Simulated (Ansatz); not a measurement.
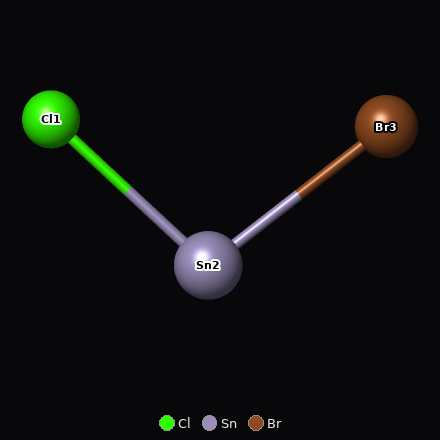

The system is BrClSn, SMILES [Cl][Sn][Br]; the picture shows the reference structure. First axis: angle Cl1–Sn2–Br3 (carried through 180). Second axis: change of the bonds Sn2–Cl1, Sn2–Br3, all alike. Nothing is relaxed (all other coordinates rigid). The grid has 9 × 9 points; 45 points were computed and 36 follow by symmetry. Points are written as (first, second). Energies: kJ/mol, counted from the lowest grid point. Level of theory: RKS PBE0-D4/def2-SVP (Ansatz).

Its coordinates:

```yaml
atoms:
  - { symbol: Cl, position_ang: [0.5850, 1.7329, 0.5000] }
  - { symbol: Sn, position_ang: [-0.9315, 0.1759, -0.4874] }
  - { symbol: Br, position_ang: [0.3356, -1.9736, -0.0257] }
```

Range: angle Cl1–Sn2–Br3 (carried through 180) from 81.2 to 278.8°; change of the bonds Sn2–Cl1, Sn2–Br3, all alike from −0.271 to 0.419 Å.

What landscape does the calculation give?

The lowest grid point is at (105.9°, −0.012 Å); the map holds 2 wells of about this depth. It is the only kind of minimum in the scanned range. The highest grid point, (180.0°, −0.271 Å), lies 363 kJ/mol above the lowest. On the interpolated surface the easiest way out of the lowest well to a well of about the same depth near (254.1°, −0.012 Å) passes a barrier of about 125 kJ/mol.

```
second ↓, first →  81.2  105.9  130.6  155.3  180.0  204.7  229.4  254.1  278.8
            0.419   142    125    142    172    188    172    142    125    142
            0.332   103     86    107    141    159    141    107     86    103
            0.246    69     52     76    116    138    116     76     52     69
            0.160    42     24     53     99    125     99     53     24     42
            0.074    26      5     40     94    124     94     40      5     26
           −0.012    23      0     41    105    141    105     41      0     23
           −0.098    42     13     61    137    181    137     61     13     42
           −0.185    89     53    108    198    252    198    108     53     89
           −0.271   175    128    190    295    363    295    190    128    175
```

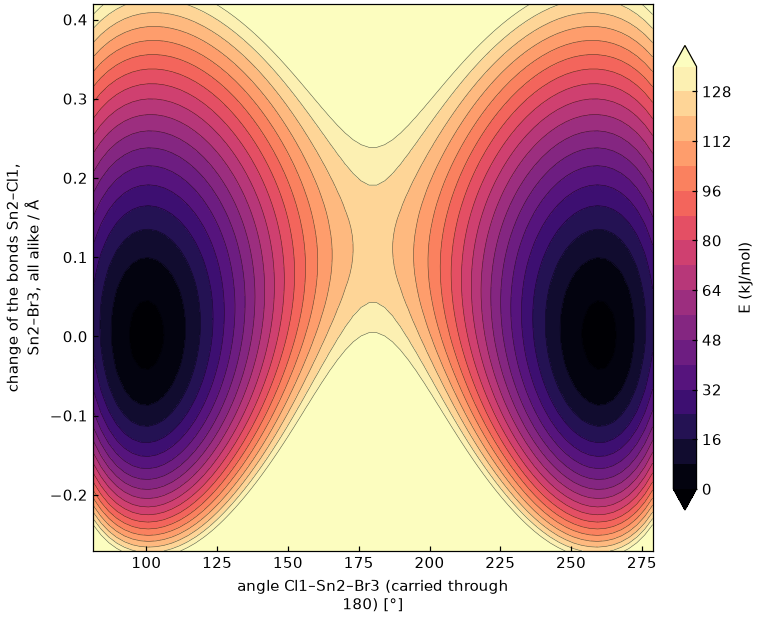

Drawn: filled contours, one colour for all values above the top of the scale. Between grid points the surface is interpolated.

Each point was launched as `ansatz run input.yaml --threads 1 --pin off --max-ram 2560MiB --backend cpu --events-out ev --progress --plain --runs-dir out`. The whole map (45 points run) took 4.2 min on 1 thread of AMD EPYC 7R43 64-Core Processor (Zen 3) (shared host).
